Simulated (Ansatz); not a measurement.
# GaC (hypothetical, Pm-3m): phonons against volume, part 2 of 4

Wanted: mode Grüneisen parameters of GaC (hypothetical) and a free-energy fit over volumes. The crystal structure is hypothetical: it was made by swapping elements on a known structure type.

Ansatz 0.2.0; DFT PBEsol, scalar-relativistic, plane waves, PAW.

So far. Step 2 (A first coarse run): The start is under -17 GPa at this level and looks like a metal on this mesh.

### Step 4. Relaxation

The vibrations must be taken about the equilibrium of this functional, not about the starting cell, so the structure is relaxed.

The input, input.yaml:

```yaml
crystal:
  lattice:
    - [2.7818150682, 0.0, 0.0]
    - [0.0, 2.7818150682, 0.0]
    - [0.0, 0.0, 2.7818150682]
  atoms:
    - { symbol: Ga, position: [0.0, 0.0, 0.0] }
    - { symbol: C, position: [0.5, 0.5, 0.5] }
kpoints:
  mp_grid: { grid: [16, 16, 16] }
hamiltonian:
  xc: pbesol
scf:
  occupations: { method: gaussian, width: 0.1 }
output:
  forces: true
  stress: true
  eigenvalues: true
  write_density: true
  write_potential: true
  elf: true
  volumetric_format: npy
relax:
  adjacent_minimum: "off"
  f_tol: 0.005
  max_steps: 80
  cell: { stress_tol: 0.05 }
```

Launch:

```bash
$ ansatz run input.yaml --threads 4 --pin off --max-ram 8192MiB --backend cpu --events-out ev --progress --plain --runs-dir out
```

Numbers of over 12 decimals in the logs are rounded to 6 here.

What it wrote:

```text
[...]
Crystal: 2 atoms, lattice volume = 21.527 Å³
Basis set: ecut = 420 eV, 437 PW (Γ), exchange–correlation on 40×40×40 points (8 copies of the dense FFT grid, shifted against one another)
Bands: 13, of which v1, the nominal top of the filled ones, is band 9 counted from 1 (8 counted from 0)
Symmetry: 48 space group operations
[...]
k-points: 165 of 4096
[...]
SCF iter   1: F=—  HF=-3986.152695 eV  |F-HF|=—  |Δ(HF+E_count)|=         —  Δρ=1.62e-2  dr2=6.75e-2  ethr=1.77e-3  ⟨swp⟩=4.7  Hψ=10682  notcnv=0
[...]
SCF iter   6: F=-3986.134535 eV  HF=-3986.134535 eV  |F-HF|=1.01e-8  |Δ(HF+E_count)|=   1.01e-7  Δρ=1.52e-5  dr2=2.36e-8  ethr=5.88e-10  ⟨swp⟩=9.5  Hψ=14841  notcnv=0
SCF 1 converged in 6 iterations: F = -3986.134535 eV  dr2 = 2.36e-8
  Residual-converged pass: ⟨swp⟩=1.0  Hψ=2805  notcnv=0  max |occ|·‖R‖ = 7.0e-9 eV (tolerance 1.0e-8 eV)  dr2=2.36e-8  dr2_onsite=1.27e-8  max |Δocc| = 3.2e-10
[...]
relax step   1: F+E_penalty+E_count = -3986.13453459 eV  Δ(F+E_penalty+E_count) = +0.000e0 eV  max|allowed force component| = 1.381e-30 eV/Å  Δτ_max = 0.0000 Å  P = -1.479 GPa  Ω = 21.527 Å³  (6 SCF iters, dr2 threshold 1.00e-7 eV, accepted)
Crystal: 2 atoms, lattice volume = 21.349 Å³
[...]
SCF iter   6: F=-3986.135792 eV  HF=-3986.135792 eV  |F-HF|=7.14e-11  |Δ(HF+E_count)|=  3.11e-10  Δρ=1.25e-6  dr2=1.21e-10  ethr=3.56e-11  ⟨swp⟩=4.2  Hψ=9896  notcnv=0
SCF 2 converged in 6 iterations: F = -3986.135792 eV  dr2 = 1.21e-10
relax step   2: F+E_penalty+E_count = -3986.13579154 eV  Δ(F+E_penalty+E_count) = -1.257e-3 eV  max|allowed force component| = 3.739e-31 eV/Å  Δτ_max = 0.0000 Å  P = -0.297 GPa  Ω = 21.349 Å³  energy of the carried Pulay correction = +2.645e-4 eV  (6 SCF iters, dr2 threshold 2.00e-7 eV, accepted)
Crystal: 2 atoms, lattice volume = 21.305 Å³
[...]
SCF iter   6: F=-3986.135898 eV  HF=-3986.135898 eV  |F-HF|=4.09e-11  |Δ(HF+E_count)|=  2.33e-10  Δρ=6.81e-7  dr2=3.85e-11  ethr=5.11e-12  ⟨swp⟩=4.0  Hψ=9441  notcnv=0
SCF 3 converged in 6 iterations: F = -3986.135898 eV  dr2 = 3.85e-11
relax step   3: F+E_penalty+E_count = -3986.13589790 eV  Δ(F+E_penalty+E_count) = -1.064e-4 eV  max|allowed force component| = 2.235e-30 eV/Å  Δτ_max = 0.0000 Å  P = +0.006 GPa  Ω = 21.305 Å³  energy of the carried Pulay correction = +3.305e-4 eV  (6 SCF iters, dr2 threshold 2.00e-7 eV, accepted)
[...]
SCF iter   6: F=-3986.135575 eV  HF=-3986.135575 eV  |F-HF|=4.55e-13  |Δ(HF+E_count)|=  4.55e-13  Δρ=1.03e-8  dr2=1.21e-14  ethr=1.00e-12  ⟨swp⟩=3.0  Hψ=7578  notcnv=0
SCF 4 converged in 6 iterations: F = -3986.135575 eV  dr2 = 1.21e-14
relax step   4: F+E_penalty+E_count = -3986.13557514 eV  Δ(F+E_penalty+E_count) = +3.228e-4 eV  max|allowed force component| = 1.446e-30 eV/Å  Δτ_max = 0.0000 Å  P = -0.012 GPa  Ω = 21.305 Å³  stress off target by 1.16e-2 GPa  SCF on the basis re-selected at this cell (its energy is not comparable with the rows above)  (6 SCF iters)
[...]
SCF converged after 6 iterations
Free energy (F): -3986.135575 eV
[...]
Internal energy: -3986.130856 eV  (E = F + TS)
E sigma→0 (E₀):  -3986.133216 eV
Entropy (-TS):   -0.004719 eV (-2.359 meV/atom)
Fermi energy:    12.444637 eV
[...]
--- Stress (GPa, compression-positive) ---
       -0.011584       0.000000      -0.000000
        0.000000      -0.011584      -0.000000
       -0.000000      -0.000000      -0.011584
  P = ⅓ Tr σ = -0.0116 GPa (-0.116 kbar)
--- Band table (eV; the first three rows and the last of 165) ---
  k-point 0: bands = [... 5 lower, -2.3711, 12.1081, 12.1081, 12.1081, 13.7680, 21.2098, 21.2098, 26.4261]
  k-point 1: bands = [... 5 lower, -2.3706, 11.4123, 12.1643, 12.1643, 14.2108, 21.2746, 21.4129, 26.2777]
  k-point 2: bands = [... 5 lower, -2.3690, 10.1112, 12.3288, 12.3288, 14.8387, 21.4690, 21.7945, 25.8443]
  k-point 164: bands = [... 5 lower, 5.2876, 10.0703, 10.0703, 10.0703, 13.2433, 13.2433, 13.2433, 14.6728]
--- Relaxed structure (3 steps of the walk, 3 accepted, 1 SCFs on fresh bases) ---
[...]
cell:  # Å, volume = 21.3047 Å³
    - [2.772202, 0, 0]
    - [0, 2.772202, 0.0]
    - [0, 0.0, 2.772202]
  atoms:
    - { symbol: Ga, position: [0, 0, 0] }
    - { symbol: C, position: [0.500000, 0.500000, 0.500000] }
```

It took 2.9 s on 4 threads of Arm Neoverse V2, shared host; peak memory 0.35 GiB.

Step by step:

| step | energy less that of the first step (eV) | largest force component (eV/Å) | pressure (GPa) | volume (Å³) |
| --- | --- | --- | --- | --- |
| 1 | 0.0000 | 0.0000 | -1.48 | 21.53 |
| 2 | -0.0013 | 0.0000 | -0.30 | 21.35 |
| 3 | -0.0014 | 0.0000 | 0.01 | 21.30 |
| 4* | -0.0010 | 0.0000 | -0.01 | 21.30 |

Relaxation steps marked * repeat the geometry before them on a plane-wave basis chosen anew for their cell, so energy and pressure can jump there.

The run keeps the 48 symmetry operations that it works with, so distortions that break them were not tested.

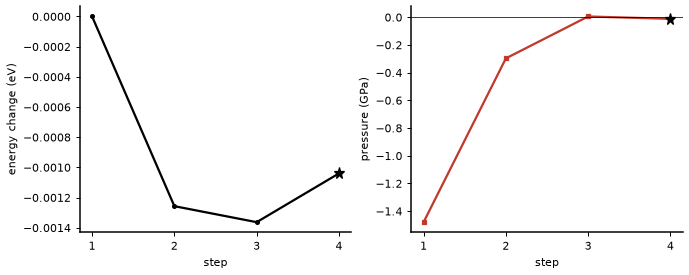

Energy and pressure along the relaxation. Stars mark steps on a basis chosen anew.

| conventional cell, symmetrised | before | after | change |
| --- | --- | --- | --- |
| a (Å) | 2.782 | 2.772 | -0.3 % |
| b (Å) | 2.782 | 2.772 | -0.3 % |
| c (Å) | 2.782 | 2.772 | -0.3 % |
| volume (Å³/atom) | 10.76 | 10.65 | -1.0 % |

Final coordinates:

```xyz
2
Lattice="2.7722 0.0000 0.0000 0.0000 2.7722 0.0000 0.0000 0.0000 2.7722" Properties=species:S:1:pos:R:3 pbc="T T T"
Ga    0.0000    0.0000    0.0000
C     1.3861    1.3861    1.3861
```

This step gave:

- pressure: -0.01158 GPa
- volume per atom: 10.65 Å³

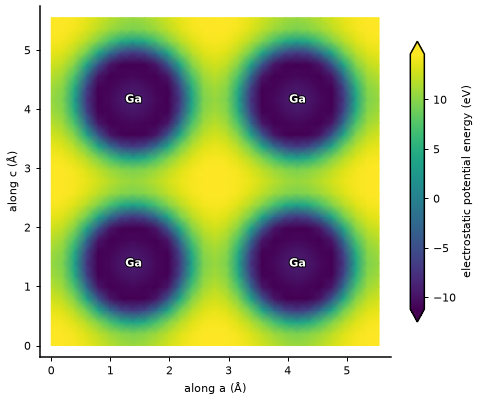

Electrostatic potential energy in the ac plane at fractional y = 0.000, with atoms of Ga within 0.2 Å of it. With pseudopotentials it is smooth inside the atoms' cores, unlike the true potential. The map starts off the cell's origin, so that atoms lie inside it.

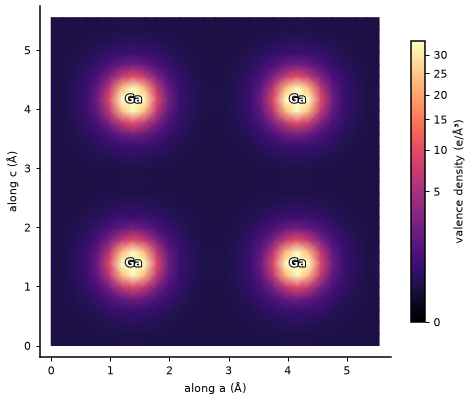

Valence density in the ac plane at fractional y = 0.000, with atoms of Ga within 0.2 Å of it. It is the smooth field of the valence electrons, not physical close to the nuclei. The map starts off the cell's origin, so that atoms lie inside it. The colour scale is stretched toward low values.

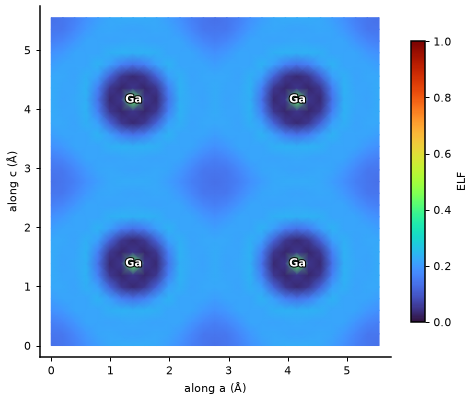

ELF in the ac plane at fractional y = 0.000, with atoms of Ga within 0.2 Å of it. It is the smooth field of the valence electrons, not physical close to the nuclei. The map starts off the cell's origin, so that atoms lie inside it.

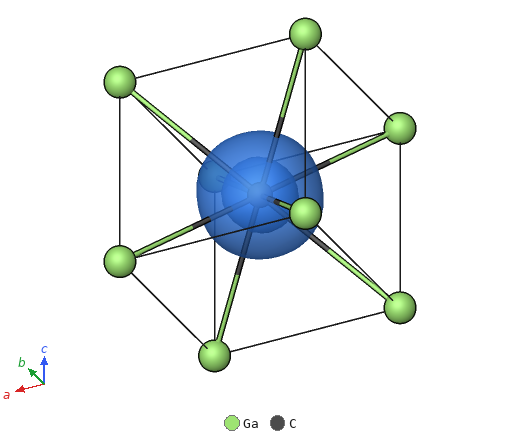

Surface of ELF = 0.73.

The relaxation ends with a pressure of -0.01 GPa.

### Step 5. Tight relaxation

The thresholds are tightened for a last relaxation ahead of the phonons, and where mesh or smearing change with them the cell follows.

input.yaml, the sections that differ from step 4:

```yaml
crystal:
  lattice:
    - [2.772202042, 0.0, 0.0]
    - [0.0, 2.772202042, 0.0]
    - [0.0, 0.0, 2.772202042]
  atoms:
    - { symbol: Ga, position: [0.0, 0.0, 0.0] }
    - { symbol: C, position: [0.5, 0.5, 0.5] }
scf:
  occupations: { method: methfessel_paxton, width: 0.15 }
relax:
  adjacent_minimum: "off"
  f_tol: 0.001
  max_steps: 60
  cell: { stress_tol: 0.01 }
# kpoints, hamiltonian, output: as in step 4
```

What it wrote:

```text
[...]
Crystal: 2 atoms, lattice volume = 21.305 Å³
Basis set: ecut = 420 eV, 437 PW (Γ), exchange–correlation on 40×40×40 points (8 copies of the dense FFT grid, shifted against one another)
Bands: 13, of which v1, the nominal top of the filled ones, is band 9 counted from 1 (8 counted from 0)
Symmetry: 48 space group operations
[...]
k-points: 165 of 4096
[...]
SCF iter   1: F=—  HF=-3986.151512 eV  |F-HF|=—  |Δ(HF+E_count)|=         —  Δρ=1.64e-2  dr2=6.83e-2  ethr=1.77e-3  ⟨swp⟩=4.7  Hψ=10673  notcnv=0
[...]
SCF iter   6: F=-3986.133006 eV  HF=-3986.133006 eV  |F-HF|=3.66e-9  |Δ(HF+E_count)|=   4.88e-7  S|Δr|=    0.00e0  Δρ=1.27e-5  dr2=1.16e-8  ethr=5.88e-10  ⟨swp⟩=9.4  Hψ=14613  notcnv=0
SCF 1 converged in 6 iterations: F = -3986.133006 eV  dr2 = 1.16e-8
[...]
relax step   1: F+E_penalty+E_count = -3986.13300640 eV  Δ(F+E_penalty+E_count) = +0.000e0 eV  max|allowed force component| = 8.382e-31 eV/Å  Δτ_max = 0.0000 Å  P = -0.033 GPa  Ω = 21.305 Å³  (6 SCF iters, dr2 threshold 1.00e-7 eV, accepted)
Crystal: 2 atoms, lattice volume = 21.301 Å³
[...]
SCF iter   3: F=-3986.133013 eV  HF=-3986.133013 eV  |F-HF|=3.11e-9  |Δ(HF+E_count)|=   2.92e-9  S|Δr|=    0.00e0  Δρ=2.60e-6  dr2=1.51e-9  ethr=1.60e-11  ⟨swp⟩=4.3  Hψ=10477  notcnv=0
SCF 2 converged in 3 iterations: F = -3986.133013 eV  dr2 = 1.51e-9
relax step   2: F+E_penalty+E_count = -3986.13301253 eV  Δ(F+E_penalty+E_count) = -6.128e-6 eV  max|allowed force component| = 5.999e-31 eV/Å  Δτ_max = 0.0000 Å  P = -0.007 GPa  Ω = 21.301 Å³  energy of the carried Pulay correction = +5.651e-6 eV  (3 SCF iters, dr2 threshold 2.73e-9 eV, accepted)
[...]
SCF iter   1: F=—  HF=-3986.133004 eV  |F-HF|=—  |Δ(HF+E_count)|=         —  Δρ=3.08e-6  dr2=1.73e-9  ethr=6.75e-8  ⟨swp⟩=2.5  Hψ=15944  notcnv=0
eigensolver tolerance schedule: the retry pair's looser diagonalisation over-reported the residual by 6645.21 of it (diagonalisation noise at 0.17 of the residual, at the tolerance the schedule requests for it); recorded, not acted on — ethr = c·dr2/N_el stays at c = 1.0e-1
[...]
SCF iter   2: F=—  HF=-3986.133002 eV  |F-HF|=—  |Δ(HF+E_count)|=   1.94e-6  S|Δr|=    0.00e0  Δρ=1.07e-6  dr2=6.02e-11  ethr=1.02e-11  ⟨swp⟩=2.1  Hψ=3627  notcnv=0
[...]
SCF iter   4: F=-3986.133002 eV  HF=-3986.133002 eV  |F-HF|=1.36e-12  |Δ(HF+E_count)|=  2.00e-11  S|Δr|=    0.00e0  Δρ=1.08e-7  dr2=5.50e-13  ethr=1.00e-12  ⟨swp⟩=2.7  Hψ=8208  notcnv=0
SCF 3 converged in 4 iterations: F = -3986.133002 eV  dr2 = 5.50e-13
relax step   3: F+E_penalty+E_count = -3986.13300224 eV  Δ(F+E_penalty+E_count) = +1.029e-5 eV  max|allowed force component| = 1.487e-30 eV/Å  Δτ_max = 0.0000 Å  P = -0.007 GPa  Ω = 21.301 Å³  stress off target by 7.16e-3 GPa  SCF on the basis re-selected at this cell (its energy is not comparable with the rows above)  (4 SCF iters)
[...]
SCF converged after 4 iterations
Stability not checked: this state was not tested for a lower state beside it, because cold or Methfessel-Paxton smearing, or corrected tetrahedra, fill the levels in a way that the test cannot read (fill_not_monotonic; see scf.lower_state_search)
Free energy (F): -3986.133002 eV
[...]
Internal energy: -3986.133436 eV  (E = F + TS)
E sigma→0 (E₀):  -3986.133111 eV
Entropy (-TS):   0.000434 eV (0.217 meV/atom)
Fermi energy:    12.449258 eV
[...]
--- Stress (GPa, compression-positive) ---
       -0.007164      -0.000000      -0.000000
        0.000000      -0.007164       0.000000
        0.000000       0.000000      -0.007164
  P = ⅓ Tr σ = -0.0072 GPa (-0.072 kbar)
--- Band table (eV; the first three rows and the last of 165) ---
  k-point 0: bands = [... 5 lower, -2.3687, 12.1110, 12.1110, 12.1110, 13.7728, 21.2132, 21.2132, 26.4314]
  k-point 1: bands = [... 5 lower, -2.3682, 11.4153, 12.1672, 12.1672, 14.2154, 21.2779, 21.4164, 26.2829]
  k-point 2: bands = [... 5 lower, -2.3666, 10.1142, 12.3317, 12.3317, 14.8432, 21.4724, 21.7983, 25.8494]
  k-point 164: bands = [... 5 lower, 5.2910, 10.0729, 10.0729, 10.0729, 13.2460, 13.2460, 13.2460, 14.6771]
--- Relaxed structure (2 steps of the walk, 2 accepted, 1 SCFs on fresh bases) ---
[...]
cell:  # Å, volume = 21.3009 Å³
    - [2.772038, 0.0, 0.0]
    - [0.0, 2.772038, 0.0]
    - [0.0, 0.0, 2.772038]
  atoms:
    - { symbol: Ga, position: [0.0, 0, 0] }
    - { symbol: C, position: [0.5, 0.5, 0.5] }
```

It took 2 s on 4 threads; peak memory 0.35 GiB.

Little changed from the start: no atom moved by 0.005 Å and no cell edge by 0.1 %.

Numbers from this step:

```yaml
pressure: -0.007164 GPa
```

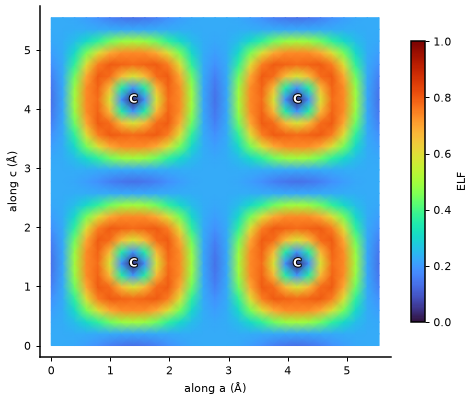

ELF in the ac plane at fractional y = 0.500, with atoms of C within 0.2 Å of it. It is the smooth field of the valence electrons, not physical close to the nuclei.

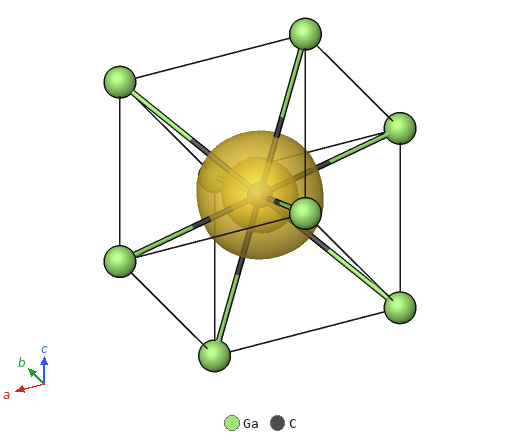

Surface of ELF = 0.73.

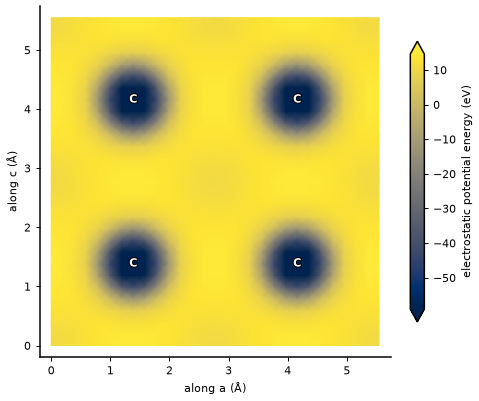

Electrostatic potential energy in the ac plane at fractional y = 0.500, with atoms of C within 0.2 Å of it. With pseudopotentials it is smooth inside the atoms' cores, unlike the true potential.

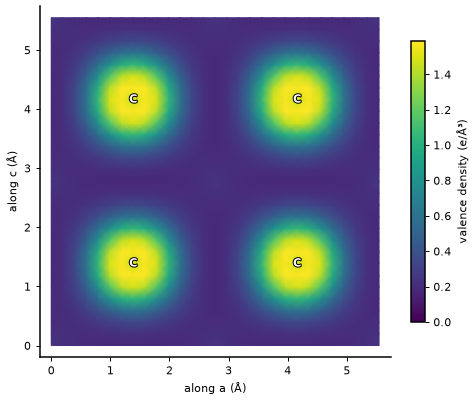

Valence density in the ac plane at fractional y = 0.500, with atoms of C within 0.2 Å of it. It is the smooth field of the valence electrons, not physical close to the nuclei.

The residual pressure is -0.0072 GPa, small enough for phonons.

(Continued in part 3 of 4.)

[Logs are printed without paths, hosts, clocks, repeated set-up lines and the standing remarks that a program may print on its own settings, such as how far it seeks lower states.]

[Hosts, paths, dates, database ids (printed as entryN), source tags and the programs' standing remarks are cut or masked in the printed files.]

[A step with changed settings may run another functional than the one named; its input shows which.]

[Of the runs on displaced cells, only some may be shown.]
